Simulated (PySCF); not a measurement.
# F6Tb ([TbF6]3-): the cost of one run

Programs: PySCF 2.14.0, with routines of our own; each step states its level. All values are computed. Atoms count from 0.

## 1. The system as given

7 atoms, charge -3, states of the metal's open shell are computed; geometry from: model geometry, bond lengths from ionic radii.

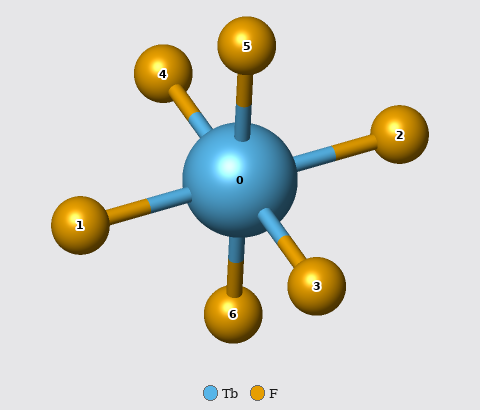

The starting geometry (terbium blue, fluorine amber); sticks join atoms by distance alone.

## 2. Ligand-field states: state-averaged CASSCF in water

The job: settings as JSON, then the geometry in Å.

```
{"job": {"kind": "lf", "basis": {"metal": "x2c-TZVPall", "ligand": "x2c-SVPall"}, "nevpt": false, "solvent": "water", "roots": {"7": 7, "5": 140, "3": 113, "1": 123}}, "charge": -3, "metal": "Tb", "open_shell": "f8"}
Tb     0.000000     0.000000     0.000000
F      0.000000     0.000000     2.223000
F      0.000000     0.000000    -2.223000
F      2.223000     0.000000     0.000000
F     -2.223000     0.000000     0.000000
F      0.000000     2.223000     0.000000
F     -0.000000    -2.223000     0.000000
```

With the program's defaults for keys left out, this is: state-averaged CASSCF of the metal f shell, state-interaction spin-orbit coupling.

The run is started by

```sh
OMP_NUM_THREADS=1 python lf_run.py task.json out
```

One launch serves the whole session: the jobs run in the order shown.

**Question.** How long does this first job take on 1 thread of Arm Neoverse V2, shared host, and how much memory does it need?

About 49 s, with a peak of 0.8 GiB.
